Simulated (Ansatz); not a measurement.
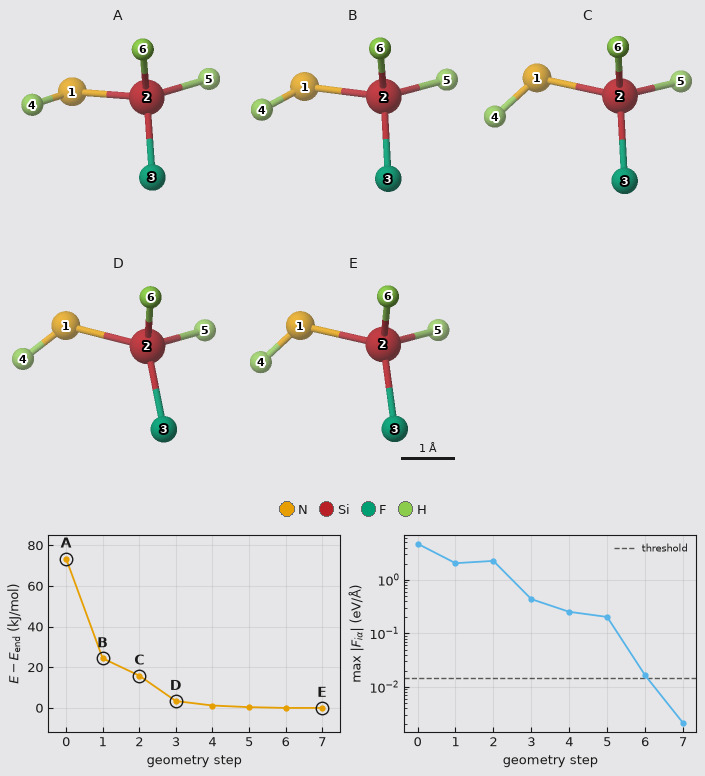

Frames of a relaxation of SiNH3F (multiplicity 2), marked on the history of the run. A ball-and-stick model, seen at a tilt.

The run prepares an end point of a later path (torsion) calculation, from a guessed geometry.

Level of theory: UKS r2SCAN-D4/6-31G (Ansatz 0.2.0).

The input:
```yaml
crystal:
  periodic: [false, false, false]
  atoms:
    - { symbol: "N", position_ang: [-1.287, 0.0948, -0.3338] }
    - { symbol: Si, position_ang: [0.3251, 0.155, 0.1967] }
    - { symbol: F, position_ang: [1.20105, 0.41504, -1.10112] }
    - { symbol: H, position_ang: [-1.358, -0.6626, -0.9654] }
    - { symbol: H, position_ang: [0.48132, 1.30594, 1.1449] }
    - { symbol: H, position_ang: [0.72124, -1.1284, 0.85829] }
magnetization:
  spin_polarized: true
  initial_magnetization: 1
basis:
  gaussian: { orbitals: "6-31G" }
hamiltonian:
  xc: r2scan
  dispersion: d4
relax:
  f_tol: 0.015
  max_steps: 40
output:
  orbitals: {}
```

Launched with:
```bash
ansatz run input.yaml --threads 1 --pin off --max-ram 2048MiB --backend cpu --events-out ev --progress --plain --runs-dir out
```

Q: Describe the path.

A: H4 moves most after the best rigid fit: 0.51 Å. Largest moves by element: H 0.51 Å, N 0.38 Å, F 0.23 Å, Si 0.09 Å. Near-neighbour distances that change, for instance: Si2–F3 1.587 → 1.705 Å, N1–Si2 1.698 → 1.790 Å, N1–H4 0.989 → 1.029 Å. Among the angles between lasting bonds that change: Si2–N1–H4 107.1° → 123.8°, N1–Si2–F3 105.9° → 116.1°, N1–Si2–H6 111.0° → 105.9°. Groups turn about N1–Si2 by about 60°. After 7 geometry steps the energy has fallen by 73.5 kJ/mol. Largest force component: 4.7 eV/Å at the start, 0.0021 eV/Å at the end. Cost: 24 s on 1 thread of Arm Neoverse V2, on a shared host, peak memory 0.16 GiB. From step 0 to 1: H4 moves most (0.15 Å), energy −49.1 kJ/mol. From step 1 to 2: H4 moves most (0.19 Å), energy −8.50 kJ/mol. From step 2 to 3: F3 moves most (0.20 Å), energy −12.5 kJ/mol. From step 3 to 7: H4 moves most (0.12 Å), energy −3.40 kJ/mol.
